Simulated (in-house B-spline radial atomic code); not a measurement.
# Dy²⁴⁺: excited configurations in jj coupling

Aim: the energies of several excited configurations of Dy²⁴⁺ above a reference configuration, each from its own self-consistent run.

Method: Dirac-Hartree-Fock, average of configuration, Fermi nucleus, basis-set limit. Code: in-house B-spline radial atomic code version 1.

## 1. Starting point

```
element       : dysprosium (Z = 66)
charge        : +24
electrons     : 42
configuration : 1s2 2s2 2p6 3s2 3p6 3d10 4s2 4p6 4d-4 4d+2
Hamiltonian   : Dirac-Coulomb
nucleus       : Fermi, rms radius 5.222 fm
```

In configurations, a minus sign after the shell means j = l − 1/2 and a plus sign j = l + 1/2; the count of electrons follows.

The run's settings:

```ini
Z = 66
electrons = 42.0
configuration = 1s2 2s2 2p6 3s2 3p6 3d10 4s2 4p6 4d-4 4d+2
hamiltonian = dirac
method = hf
spin_polarised = False
nucleus = fermi
rms_radius = 5.2218
mass_number = 164
atomic_mass = 163.929180819
speed_of_light = 137.035999084
```

The reference is known from an earlier run: -11911.427088 hartree in all. Up to eight levels, counted from the top:

| orbital | occupation | energy (eV) | <r> (bohr) |
| --- | --- | --- | --- |
| 3p3/2 | 4 | -2453.49 | 0.2349 |
| 3d3/2 | 4 | -2111.51 | 0.2076 |
| 3d5/2 | 6 | -2070.98 | 0.2121 |
| 4s1/2 | 2 | -1109.59 | 0.4982 |
| 4p1/2 | 2 | -1028.13 | 0.5013 |
| 4p3/2 | 4 | -973.28 | 0.5230 |
| 4d3/2 | 4 | -839.36 | 0.5252 |
| 4d5/2 | 2 | -828.86 | 0.5316 |

## 2. 1s2 2s2 2p6 3s2 3p6 3d10 4s2 4p6 4d+5 5f-1

The run's settings:

```ini
Z = 66
electrons = 42.0
configuration = 1s2 2s2 2p6 3s2 3p6 3d10 4s2 4p6 4d+5 5f-1
hamiltonian = dirac
method = hf
spin_polarised = False
nucleus = fermi
rms_radius = 5.2218
mass_number = 164
atomic_mass = 163.929180819
speed_of_light = 137.035999084
```

## 3. Run with 1s2 2s2 2p6 3s2 3p6 3d-3 3d+6 4s2 4p6 4d-2 4d+4 7d+1

Changes to the settings of step 2:

```diff
@@ -2,3 +2,3 @@
 electrons = 42.0
-configuration = 1s2 2s2 2p6 3s2 3p6 3d10 4s2 4p6 4d+5 5f-1
+configuration = 1s2 2s2 2p6 3s2 3p6 3d-3 3d+6 4s2 4p6 4d-2 4d+4 7d+1
 hamiltonian = dirac
```

## 4. Configuration 1s2 2s2 2p6 3s2 3p6 3d-4 3d+5 4s2 4p6 4d+6 4f+1

Changes to the settings of step 3:

```diff
@@ -2,3 +2,3 @@
 electrons = 42.0
-configuration = 1s2 2s2 2p6 3s2 3p6 3d-3 3d+6 4s2 4p6 4d-2 4d+4 7d+1
+configuration = 1s2 2s2 2p6 3s2 3p6 3d-4 3d+5 4s2 4p6 4d+6 4f+1
 hamiltonian = dirac
```

## 5. 1s2 2s2 2p6 3s2 3p6 3d10 4s2 4p-2 4p+3 4d-1 4d+5 6g-1

Changes to the settings of step 4:

```diff
@@ -2,3 +2,3 @@
 electrons = 42.0
-configuration = 1s2 2s2 2p6 3s2 3p6 3d-4 3d+5 4s2 4p6 4d+6 4f+1
+configuration = 1s2 2s2 2p6 3s2 3p6 3d10 4s2 4p-2 4p+3 4d-1 4d+5 6g-1
 hamiltonian = dirac
```

## 6. Run with 1s2 2s2 2p6 3s2 3p6 3d10 4s2 4p-2 4p+3 4d+6 5s1

Changes to the settings of step 5:

```diff
@@ -2,3 +2,3 @@
 electrons = 42.0
-configuration = 1s2 2s2 2p6 3s2 3p6 3d10 4s2 4p-2 4p+3 4d-1 4d+5 6g-1
+configuration = 1s2 2s2 2p6 3s2 3p6 3d10 4s2 4p-2 4p+3 4d+6 5s1
 hamiltonian = dirac
```

## 7. Run with 1s2 2s2 2p6 3s2 3p6 3d10 4s2 4p6 4d-3 4d+3

Changes to the settings of step 6:

```diff
@@ -2,3 +2,3 @@
 electrons = 42.0
-configuration = 1s2 2s2 2p6 3s2 3p6 3d10 4s2 4p-2 4p+3 4d+6 5s1
+configuration = 1s2 2s2 2p6 3s2 3p6 3d10 4s2 4p6 4d-3 4d+3
 hamiltonian = dirac
```

## 8. Run with 1s2 2s2 2p6 3s2 3p6 3d10 4s2 4p6 4d+6

Changes to the settings of step 7:

```diff
@@ -2,3 +2,3 @@
 electrons = 42.0
-configuration = 1s2 2s2 2p6 3s2 3p6 3d10 4s2 4p6 4d-3 4d+3
+configuration = 1s2 2s2 2p6 3s2 3p6 3d10 4s2 4p6 4d+6
 hamiltonian = dirac
```

**Question.** How far above the reference does each configuration lie (order and size, in eV)?

**Answer**, as computed:

| net move | configuration | energy above the reference (eV) | with Breit, QED, recoil (eV) | largest <r> (bohr) |
| --- | --- | --- | --- | --- |
| 4d3/2 → 4d5/2 | 1s2 2s2 2p6 3s2 3p6 3d10 4s2 4p6 4d-3 4d+3 | 9.930 | 9.719 | 0.531 |
| 4×4d3/2 → 4×4d5/2 | 1s2 2s2 2p6 3s2 3p6 3d10 4s2 4p6 4d+6 | 35.081 | 34.388 | 0.531 |
| 4×4d3/2, 4p3/2 → 4×4d5/2, 5s | 1s2 2s2 2p6 3s2 3p6 3d10 4s2 4p-2 4p+3 4d+6 5s1 | 444.22 | 443.26 | 0.910 |
| 4×4d3/2 → 3×4d5/2, 5f5/2 | 1s2 2s2 2p6 3s2 3p6 3d10 4s2 4p6 4d+5 5f-1 | 468.40 | 467.47 | 1.05 |
| 3×4d3/2, 4p3/2 → 3×4d5/2, 6g7/2 | 1s2 2s2 2p6 3s2 3p6 3d10 4s2 4p-2 4p+3 4d-1 4d+5 6g-1 | 761.69 | 760.30 | 1.67 |
| 3d5/2, 4×4d3/2 → 4×4d5/2, 4f7/2 | 1s2 2s2 2p6 3s2 3p6 3d-4 3d+5 4s2 4p6 4d+6 4f+1 | 1419.33 | 1417.22 | 0.524 |
| 3d3/2, 2×4d3/2 → 2×4d5/2, 7d5/2 | 1s2 2s2 2p6 3s2 3p6 3d-3 3d+6 4s2 4p6 4d-2 4d+4 7d+1 | 1905.50 | 1903.22 | 2.29 |

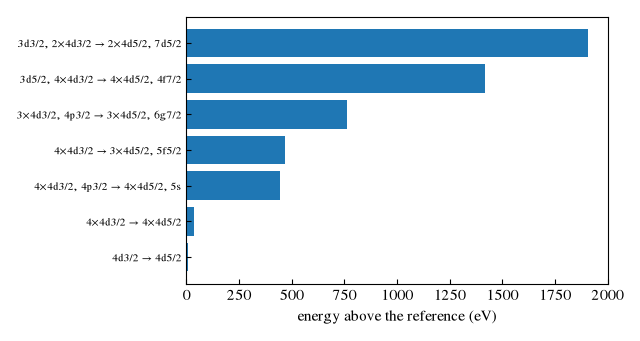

Energy of each configuration above the reference.

**Reading.** At the bottom stands 4d3/2 → 4d5/2 (9.930 eV), at the top 3d3/2, 2×4d3/2 → 2×4d5/2, 7d5/2 (1905.50 eV). Koopmans' estimate of the ionisation threshold is 828.86 eV; 2 configurations exceed it by over 2 % and could autoionise. Two partly filled shells share a symmetry and can mix in the average, which may lower the energy, for: 3d3/2, 2×4d3/2 → 2×4d5/2, 7d5/2. These are averages over configurations, without correlation, not spectroscopic levels.
